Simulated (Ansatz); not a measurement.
**BClH$_{2}$OSi$_{2}$: density, localisation and related maps**

```
atom    x (Å)    y (Å)    z (Å)
   B  -2.8044   0.1002   0.4850
  Cl  -0.3693   2.0128  -2.1639
   O  -3.9691   0.4032   0.6027
  Si  -0.3654  -0.1008  -2.1924
  Si  -0.9013  -0.4050   0.1796
   H  -0.0560   0.4463   1.0621
   H  -0.7552  -1.8290   0.5945
```

Geometry: B3LYP/6-31G*.

Method: Ansatz 0.2.0, isolated molecule in a Gaussian basis; Kohn-Sham density functional theory, functional PBE0.

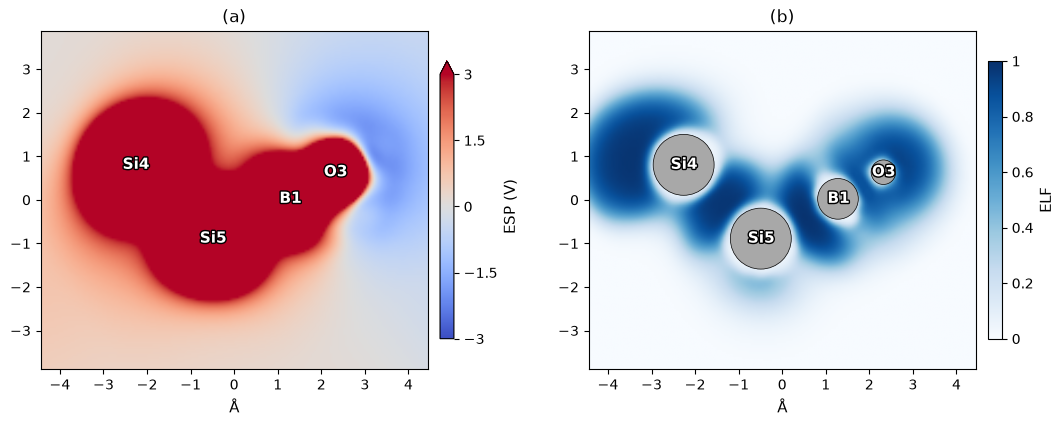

Figure 1. (a) molecular electrostatic potential; (b) ELF on the plane of atoms B1, Si5 and Si4. Grey discs cover the atomic cores in the ELF map.

### Interpret the plot.

The section cuts through B, O and Si sites. B–O (1.21 Å): the ELF peaks at about 0.85 between the atoms (a polar covalent bond). Si–B (1.99 Å): the ELF peaks at about 1 between the atoms, as expected for localised, covalent bonding. Si–Si (2.45 Å): the ELF peaks at about 1 between the atoms, as expected for a covalent bond. The ELF also peaks beside Si4 and O3, away from the bonds: lone-pair regions. Outside the dense part of the molecule the potential is most negative (−2.0 V) near O3.

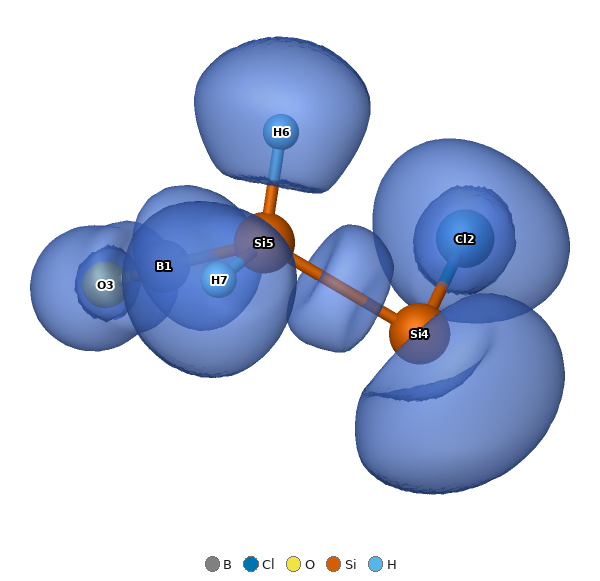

Figure 2. Isosurface of the electron localisation function at 0.75 (blue), seen from one side. Core shells and regions of very low density are left out.

### What do the ELF domains correspond to?

At this value the surface marks out one region between bonded B–Si atoms (shared pairs), one region between bonded Si–Si atoms (shared pairs), two regions around hydrogen nuclei, one region on Cl in which the atom's valence shell and bonds are merged, one region on O in which the atom's valence shell and bonds are merged and one lobe on Si, pointing away from the bonds (lone pairs).

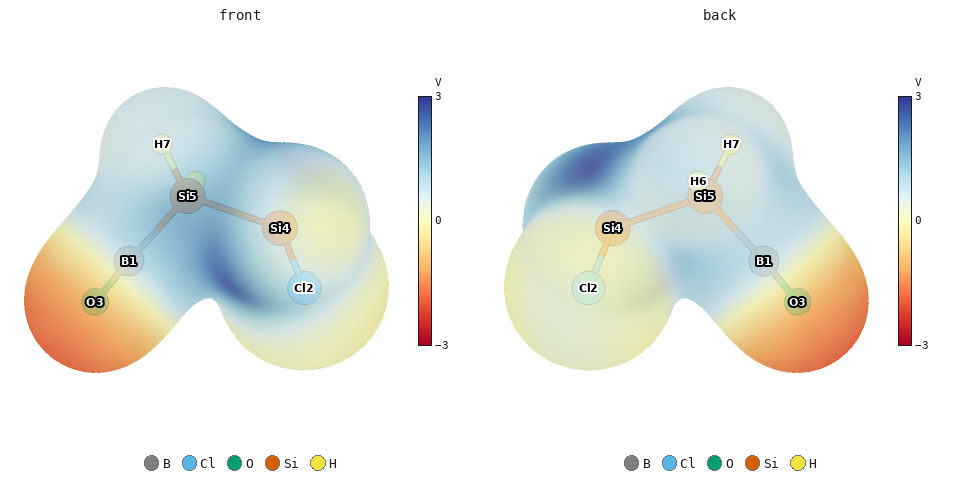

Figure 3. The molecular electrostatic potential painted on the density surface at 0.002 e/bohr³, seen from the front and from behind; red is negative and blue positive.

### Which sites attract a positive test charge, and which a negative one?

A positive charge is drawn to the negative regions and a negative charge to the positive ones. The most negative region (about −1.8 V) lies over O3, the most positive (about +2.7 V) over Si4. O3 is the likeliest acceptor of a hydrogen bond.

### What dipole moment does the calculation give?

Its dipole moment is 3.89 D.

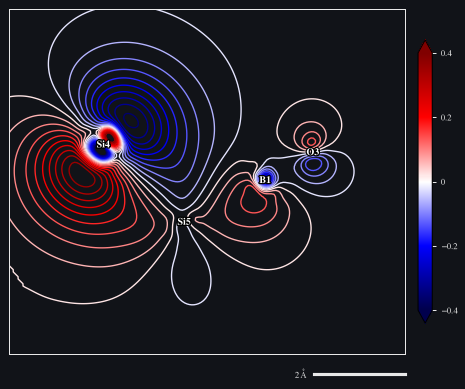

Figure 4. One frontier orbital on the plane of atoms B1, Si5 and Si4 (values in Å⁻³ᐟ²; the overall sign is arbitrary).

### Which orbital is it: HOMO or LUMO?

The LUMO, at −3.79 eV. Its weight (Hirshfeld) is mainly on Si4 (about 70 %) and Cl2 (about 10 %).
